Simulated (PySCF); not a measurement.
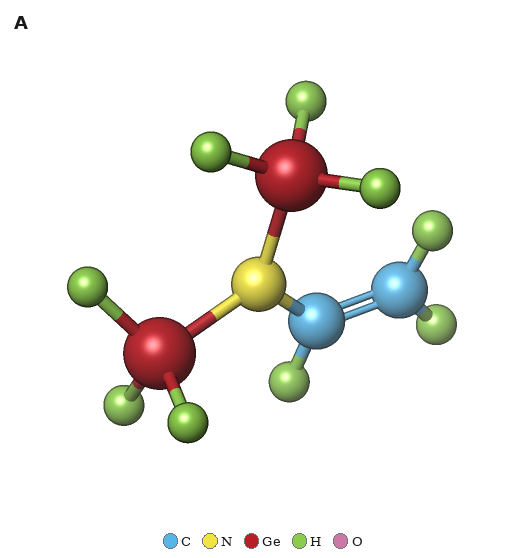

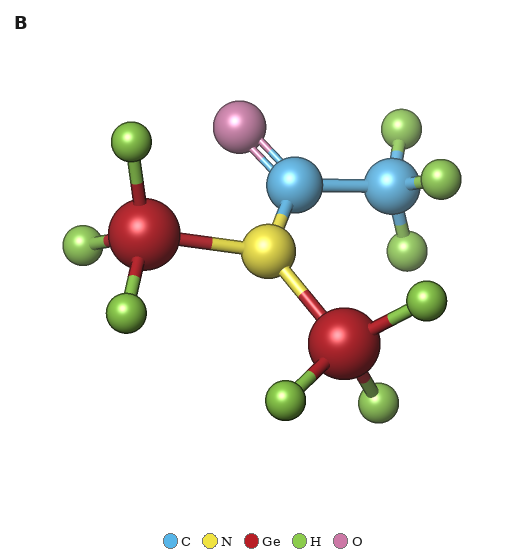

Two related species, optimised with PBE0-D3(BJ)/def2-SVP; properties computed with PySCF 2.14.0. Both: charge 0, singlet.

Question: What are A and B?

Answer: A is C2H9Ge2N, B is C2H9Ge2NO.

Compare them. With ωB97X-D/def2-SVPD: dipole moment (D), HOMO–LUMO gap (eV), HOMO energy (Kohn–Sham orbital) (eV), lowest vertical singlet excitation (eV), mean static polarisability (bohr³). With PBE0-D3(BJ)/def2-SVP: mean N–C length (Å), mean N–Ge length (Å).

| quantity | A | B |
| --- | --- | --- |
| dipole moment (D) | 1.17 | 3.23 |
| HOMO–LUMO gap (eV) | 9.45 | 10.94 |
| HOMO energy (Kohn–Sham orbital) (eV) | −7.84 | −9.49 |
| lowest vertical singlet excitation (eV) | 5.38 | 5.69 |
| mean static polarisability (bohr³) | 95.6 | 94.9 |
| mean N–C length (Å) | 1.389 | 1.372 |
| mean N–Ge length (Å) | 1.856 | 1.875 |

Each is one conformer, and no frequency run is at hand to confirm it as a minimum.
